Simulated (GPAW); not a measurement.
## C (Fd-3m): refractive index against wavelength

The refractive index of C (Fd-3m) below the direct gap (5.60 eV on the mesh) is read from one computed spectrum, n = √(Re ε).

Cell: a, b, c = 2.522, 2.522, 2.522 Å (primitive vectors), 2 atoms.

Method: GPAW 26.7.0, PBE, RPA, k-mesh 17×17×17, local fields up to 60 eV, Lorentzian half width 0.2 eV.

Launch of the response step: `OMP_NUM_THREADS=1 python df.py`. The run took 19 s, its band step included, on 1 thread of Arm Neoverse V1, with other jobs on the host.

```tsv
wavelength (nm)	photon energy E (eV)	n
700	1.771	2.4323
633	1.959	2.4390
532	2.331	2.4548
450	2.755	2.4772
405	3.061	2.4967
365	3.397	2.5217
308	4.025	?
```

In the single-oscillator model n² − 1 = E₀E_d/(E₀² − E²), so 1/(n² − 1) = E₀/E_d − E²/(E₀E_d) is linear in E².

Working, on the rows shown:

| x = E² (eV²) | y = 1/(n² − 1) |
| --- | --- |
| 3.13716 | 0.203414 |
| 3.83641 | 0.202072 |
| 5.43137 | 0.198964 |
| 7.59115 | 0.194684 |
| 9.37179 | 0.191076 |
| 11.5384 | 0.186603 |

Means: x̄ = 6.8177, ȳ = 0.19614. Σ(x − x̄)(y − ȳ) = -0.1075, Σ(x − x̄)² = 53.76. Slope = -0.1075 / 53.76 = -0.001999; intercept = ȳ − slope · x̄ = 0.20976. Turned back into n, the line misses the rows shown by at most 0.00056.

Q: Fill in the last column of the withheld row.

A: At x = 16.204 the line gives y = 0.17738, that is 2.5764. The run gave 2.5818, so the extrapolation is off by 0.0054, 4 % of the range in the table.

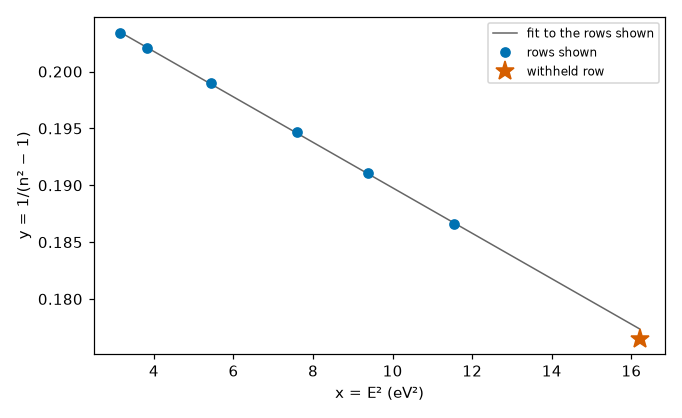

Refitted with all rows, the slope is -0.002053 and the intercept 0.21008. These give E₀ = √(intercept/−slope) = 10.12 eV and E_d = E₀/intercept = 48.2 eV; E₀ is 1.8 times the direct gap. The electronic limit at long wavelengths, without lattice vibrations, is n = √(1 + 1/intercept) = 2.400. Excitons are left out; PBE gaps are as a rule too small. The values come from a sum over the points of one k-mesh and carry its error, which grows as the direct gap shrinks. The local-field cutoff holds few shells of reciprocal vectors for this small cell, so ε∞ can read a few per cent high.

[Logs are printed without paths, hosts, clocks, repeated set-up lines and the standing remarks that a program may print on its own settings, such as how far it seeks lower states.]
